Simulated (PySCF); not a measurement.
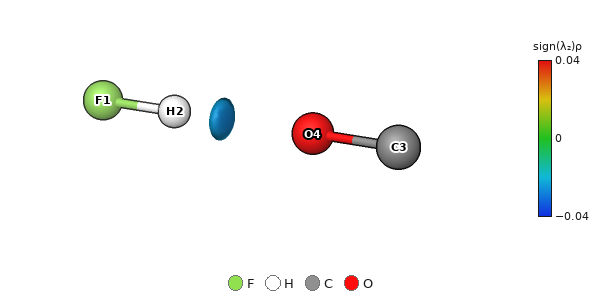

*CHFO, SMILES `F.[C-]#[O+]`. Non-covalent interaction surfaces between the fragments (reduced density gradient s = 0.4, coloured by sign(λ₂)ρ in a.u.; trimmed to the region between the fragments where ρ is under 0.06 a.u.). Fragment A: HF (atoms 1–2); fragment B: CO.*

Level of theory: B3LYP/6-31+G* (PySCF), at a geometry from GFN2-xTB.

Cartesian coordinates (Å):

```
F1      -1.9334    0.0002    0.0000
H2      -0.9948   -0.0008    0.0000
C3       1.9580    0.0006    0.0000
O4       0.8309   -0.0006    0.0000
```

> Interpret the surfaces between the fragments.

Bond critical points between the fragments: H2···O4, hydrogen bond, 1.83 Å, ρ = 0.027 a.u. It appears blue (attractive, sign(λ₂)ρ well below zero). The pose is a local one from a semi-empirical search, not shown to be the most stable.

> How strongly are they bound?

The counterpoise-corrected interaction energy of the frozen fragments is −0.9 kcal/mol without dispersion correction and −1.5 kcal/mol with D3(BJ). The pair geometry is semi-empirical, not a minimum at this level.
